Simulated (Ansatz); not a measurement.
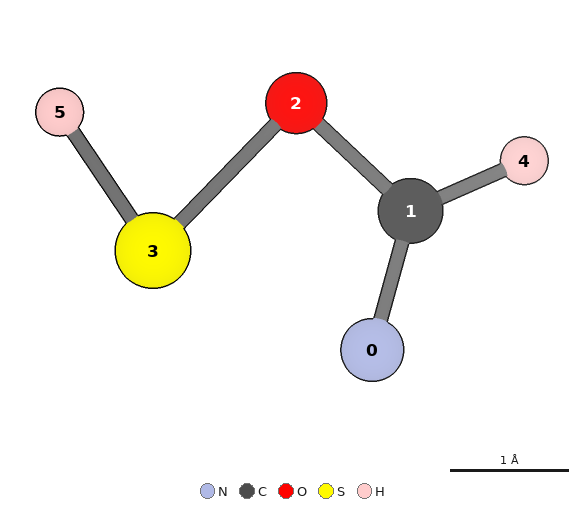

Starting geometry of the run. Atoms are numbered from 0, in the order of the input.

The calculation was set up as follows.

```yaml
crystal:
  periodic: [false, false, false]
  atoms:
    - {symbol: N, position_ang: [0.355730, -1.334090, 0.350520]}
    - {symbol: C, position_ang: [0.914670, -0.273560, 0.038970]}
    - {symbol: O, position_ang: [0.099110, 0.773870, -0.214430]}
    - {symbol: S, position_ang: [-1.385300, -0.189530, 0.107480]}
    - {symbol: H, position_ang: [1.984390, -0.048320, -0.068520]}
    - {symbol: H, position_ang: [-1.968590, 1.071640, -0.214020]}
basis:
  gaussian: {orbitals: def2-SVP}
total_charge: -1
hamiltonian: {xc: {name: BHLYP}, dispersion: d4}
md: {n_steps: 60, timestep: 0.75, temperature: 1000, ensemble: nve, seed: 747, initial_velocities: maxwell_boltzmann}
```

It was started with:

```sh
ansatz run in.yaml --threads 2 --pin off --events-out ev --progress --plain --max-ram 3481MiB
```

Output (its end):

```
mean field -15429.78873579 eV, -567.0342773537 hartree, gradient 2.0e-5 eV, S^2 0.000000; 1 other end points of the search recorded, 0 dependent functions left out
the calculation of the forces begins
reference -15429.78886891 eV, -567.0342822458 hartree; 20, 20 occupied and 50, 50 virtual orbitals, 754 factors
md step    60: t =    45.00 fs  T =  1141.0 K  F+E_penalty+E_count = -15429.94620963 eV  E_kin = 0.589929 eV  conserved = -15429.35628032 eV  (30 SCF iters, 3 dispersion substeps)
Total energy: -15429.94634275 eV, -567.0400693028 hartree
Atom 0 at     0.602524    -1.450456     0.376391 Å, force     0.578117     0.192772     0.118233 eV/Å
Atom 1 at     0.985979    -0.342782     0.050172 Å, force     0.141168    -0.380403    -0.604262 eV/Å
Atom 2 at     0.033381     0.742573    -0.182487 Å, force    -0.288322    -0.418659     0.069153 eV/Å
Atom 3 at    -1.481446    -0.095162     0.082058 Å, force     1.423163    -1.547288     0.483716 eV/Å
Atom 4 at     2.037272     0.014329    -0.269883 Å, force    -1.297099     0.220709     0.460190 eV/Å
Atom 5 at    -2.199345     0.946151    -0.204068 Å, force    -0.557026     1.932868    -0.527031 eV/Å
Dipole moment:    -0.497615     0.573977    -0.164426 e Å
```

Self-consistency was reached.
